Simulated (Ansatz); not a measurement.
**AlNHCl (singlet): one geometry, many settings at a displaced geometry (v2)**

Aim: run AlNHCl (singlet) at one geometry under a spread of methods and options, and see what each costs and gives.

Method: the settings change from run to run; program: Ansatz 0.2.0, Gaussian basis.

16 further runs of the same task are left out: 6 that didn't finish, 10 set aside as unsound or not needed.

## Step 1: What is computed

The geometry is a PBE0/def2-TZVP stationary point (not a proven minimum) with its atoms shifted at random (size 0.100 Å).

4 atoms, charge 0, spin multiplicity 1.

Atoms are counted from 1 here; the program's logs count them from 0.

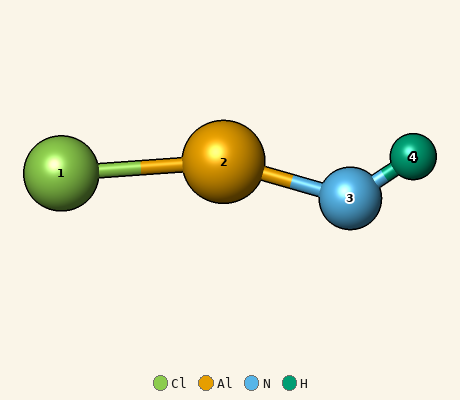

The geometry (chlorine green, aluminium amber, nitrogen blue, hydrogen teal); atoms are numbered from 1 in the order of the file.

## Step 2: CISD/6-31++G**

The input, in.yaml:

```yaml
crystal:
  periodic: [false, false, false]
  atoms:
    - {symbol: Cl, position_ang: [0.073473, -0.039346, 1.433814]}
    - {symbol: Al, position_ang: [-0.091422, 0.165681, -0.611458]}
    - {symbol: N, position_ang: [-0.014786, -0.242293, -2.234206]}
    - {symbol: H, position_ang: [0.068411, 0.315829, -3.017120]}
basis:
  gaussian: {orbitals: "6-31++G**"}
correlation: {active_space: {ras: {orbitals: [8, 0, 52], electrons: 16, max_holes: 2, max_particles: 2}, fixed_orbitals: true}}
output: {forces: true}
```

Started as:

```
$ ansatz run in.yaml --threads 1 --pin off --events-out ev --progress --plain --max-ram 2393MiB
```

Output:

```text
Functional definition: HF
  name "HF"
  cite "Fock, Z. Phys. 61, 126 (1930) doi:10.1007/BF01340294"
  parent pbe
  exchange = exact_x
  correlation = 0
605 factors; integrals over basis functions are off by at most 1.0e-3 eV
mean field evaluation 1: about -20577.3273 eV, gradient 5.0e1 eV
mean field evaluation 2: about -20577.3514 eV, gradient 5.0e1 eV
mean field evaluation 4: about -20583.2820 eV, gradient 4.3e0 eV
mean field evaluation 8: about -20583.3695 eV, gradient 1.2e-1 eV
mean field -20583.36977600 eV, -756.4248873590 hartree, gradient 2.3e-6 eV, S^2 0.000000; 0 other end points of the search recorded, 0 dependent functions left out
reference -20583.36977600 eV, -756.4248873590 hartree; 19, 19 occupied and 52, 52 virtual orbitals, 605 factors
state -20592.73058356 eV, -756.7688906918 hartree
the calculation of the forces begins
mean field evaluation 16: about -20583.3698 eV, gradient 2.3e-6 eV
Total energy: -20592.73058356 eV, -756.7688906918 hartree
Atom 0 at     0.073473    -0.039346     1.433814 Å, force    -0.096768     0.008684     0.078301 eV/Å
Atom 1 at    -0.091422     0.165681    -0.611458 Å, force     0.193580    -0.190860    -0.419813 eV/Å
Atom 2 at    -0.014786    -0.242293    -2.234206 Å, force    -0.199671    -1.036028     2.269820 eV/Å
Atom 3 at     0.068411     0.315829    -3.017120 Å, force     0.102859     1.218205    -1.928309 eV/Å
Dipole moment:    -0.064326     0.416158     0.391899 e Å
```

Wall time 11 s (1 thread of Arm Neoverse V2, shared host); peak memory 0.61 GiB.

From the report: 248,145 determinants.

## Step 3: CCSD(T) on RHF/cc-pVDZ

in.yaml: that of step 2 with these lines changed.

```diff
@@ -8,4 +8,5 @@
 basis:
-  gaussian: {orbitals: "6-31++G**"}
-correlation: {active_space: {ras: {orbitals: [8, 0, 52], electrons: 16, max_holes: 2, max_particles: 2}, fixed_orbitals: true}}
-output: {forces: true}
+  gaussian: {orbitals: cc-pVDZ}
+magnetization: {spin_polarized: false}
+correlation: {method: ccsd_t, electrons: outside_noble_gas}
+accuracy: high
```

The command is unchanged.

Output, cut to the lines that bear on the results:

```text
Functional definition: HF
  name "HF"
  cite "Fock, Z. Phys. 61, 126 (1930) doi:10.1007/BF01340294"
  parent pbe
[...]
1145 factors; integrals over basis functions are off by at most 3.7e-9 eV
[...]
mean field -20584.09024026 eV, -756.4513639322 hartree, gradient 2.3e-8 eV, S^2 0.000000; 0 other end points of the search recorded, 0 dependent functions left out; unrestricted orbitals would lower it
[...]
11 core orbitals not correlated: weight in the atoms' cores, before any rotation towards them, 1.000 or more for the frozen orbitals, at most 0.000 for the correlated occupied ones
reference -20584.09024026 eV, -756.4513639322 hartree; 8, 8 occupied and 36, 36 virtual orbitals, 1145 factors
second order -10.14474433 eV of doubles, -0.00000000 eV of singles
cycle   1  -10.14656702 eV  change   -1.8e-3 eV  update   1.3e-1
[...]
cycle  26  -10.58433051 eV  change  -3.3e-10 eV  update   1.0e-9
perturbative correction -0.39813164 eV, -0.0146310679 hartree
Total energy: -20595.07270241 eV, -756.8549619719 hartree
```

Wall time 2.1 s (1 thread of Arm Neoverse V2, shared host).

From the report: correlation -10.9825 eV; T1 0.025; largest double amplitude 0.08.

## Step 4: BCCD(T) on UHF/6-31G

in.yaml: that of step 3 with these lines changed.

```diff
@@ -8,5 +8,4 @@
 basis:
-  gaussian: {orbitals: cc-pVDZ}
-magnetization: {spin_polarized: false}
-correlation: {method: ccsd_t, electrons: outside_noble_gas}
-accuracy: high
+  gaussian: {orbitals: 6-31G}
+magnetization: {spin_polarized: true, initial_magnetization: 0}
+correlation: {method: bccd_t, electrons: all}
```

Launched as before.

Output, cut to the lines that bear on the results:

```text
Functional definition: HF
  name "HF"
  cite "Fock, Z. Phys. 61, 126 (1930) doi:10.1007/BF01340294"
  parent pbe
[...]
443 factors; integrals over basis functions are off by at most 2.8e-4 eV
[...]
mean field -20581.46342806 eV, -756.3548303641 hartree, gradient 1.5e-6 eV, S^2 0.628361; 13 other end points of the search recorded, 0 dependent functions left out
determinant -20581.46342806 eV, -756.3548303641 hartree, with singles and doubles -20587.19399203 eV, -756.5654247059 hartree
determinant -20580.34883006 eV, -756.3138696431 hartree, with singles and doubles -20584.96706998 eV, -756.4835868301 hartree
determinant -20578.65600392 eV, -756.2516594301 hartree, with singles and doubles -20584.29233213 eV, -756.4587906712 hartree
reference -20581.46342806 eV, -756.3548303641 hartree; 19, 19 occupied and 18, 18 virtual orbitals, 443 factors
second order -4.68605486 eV of doubles, -0.00000000 eV of singles
cycle   1  -5.58011166 eV  change    1.5e-1 eV  update   1.1e-1
[...]
cycle  15  -5.72999085 eV  change    1.7e-5 eV  update   2.0e-5
perturbative correction -0.33644652 eV, -0.0123641814 hartree
Total energy: -20587.52986543 eV, -756.5777678255 hartree
```

It took 7 s on 1 thread of Arm Neoverse V2, shared host.

From the report: ⟨S²⟩ of the determinant 0.628 (pure singlet: 0.00); correlation -6.0664 eV; largest double amplitude 0.07. The determinant is far from a pure spin state, so its energy mixes those of several spin states (harmless only where they are near-degenerate, as at dissociation).

## Step 5: All runs side by side

| level | correlated | functions | energy (eV) | time |
| --- | --- | --- | --- | --- |
| CISD/6-31++G** | outside noble gas | 71 | -20592.7306 | 11 s |
| CCSD(T) on RHF/cc-pVDZ | outside noble gas | 55 | -20595.0727 | 2.1 s |
| BCCD(T) on UHF/6-31G | all | 37 | -20587.5299 | 7 s |

## Step 6: Summary of results

```
quantity                          value
    runs                              3
quickest  CCSD(T) on RHF/cc-pVDZ, 2.1 s
 slowest           CISD/6-31++G**, 11 s
```

What this shows: Total energies in different bases, with other cores or another treatment of relativity can't be set against each other. CISD/6-31++G** took 5 times as long as CCSD(T) on RHF/cc-pVDZ; the jobs differ in more than the method.
